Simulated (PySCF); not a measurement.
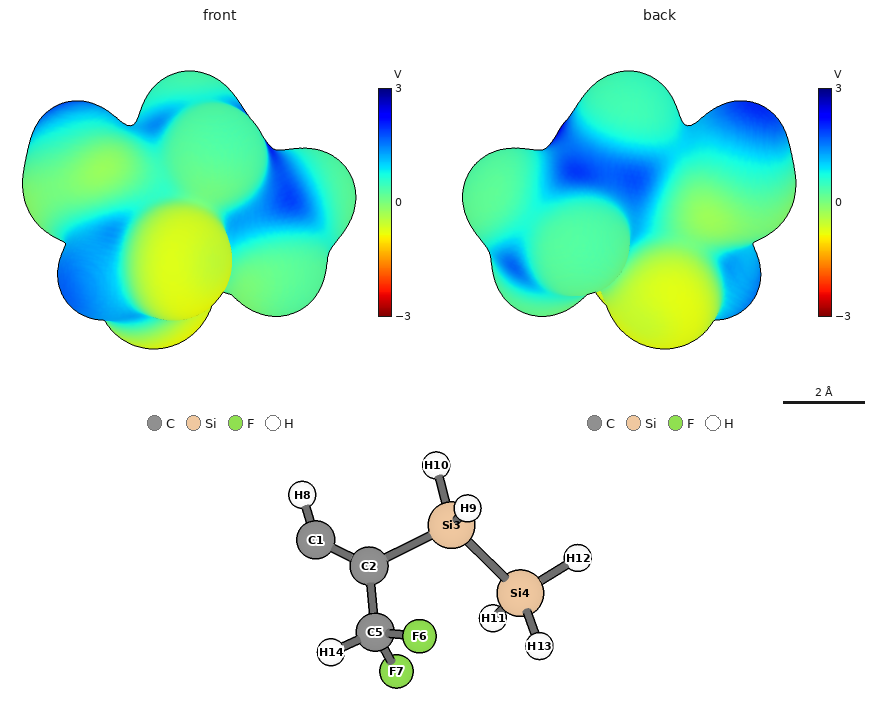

*C₃H₇F₂Si₂ (SMILES [H]/[C]=C(\[SiH2][SiH3])C(F)F) (doublet). The electrostatic potential painted on the density surface at 0.004 e/bohr³, seen from the front and from behind; red is negative and blue positive. The bare structure is drawn below in the same view.*

Geometry: GFN2-xTB.

All numbers below come from PySCF, UKS B3LYP, pcH-1 on C F H Si, non-relativistic, mean-field spin-orbit, GIAO.

```yaml
atoms:
  - { symbol: C, position_ang: [1.0154, -2.1466, 0.8433] }
  - { symbol: C, position_ang: [0.8058, -0.9640, 0.3866] }
  - { symbol: Si, position_ang: [-0.4993, 0.3028, 1.1026] }
  - { symbol: Si, position_ang: [-1.7012, 1.2279, -0.6508] }
  - { symbol: C, position_ang: [1.5555, -0.3827, -0.7679] }
  - { symbol: F, position_ang: [1.8775, 0.9205, -0.5403] }
  - { symbol: F, position_ang: [0.7782, -0.3614, -1.8899] }
  - { symbol: H, position_ang: [0.5739, -2.7317, 1.6180] }
  - { symbol: H, position_ang: [0.3250, 1.2274, 1.8926] }
  - { symbol: H, position_ang: [-1.2439, -0.5090, 2.0754] }
  - { symbol: H, position_ang: [-2.2266, 0.1993, -1.5508] }
  - { symbol: H, position_ang: [-2.8420, 1.9673, -0.0956] }
  - { symbol: H, position_ang: [-0.9000, 2.1712, -1.4291] }
  - { symbol: H, position_ang: [2.4811, -0.9215, -1.0162] }
```

Which sites attract a positive test charge, and which a negative one?

A positive charge is drawn to the negative regions and a negative charge to the positive ones. The most negative region (about −0.8 V) lies over F6 and F7, the most positive (about +2.1 V) over Si3.
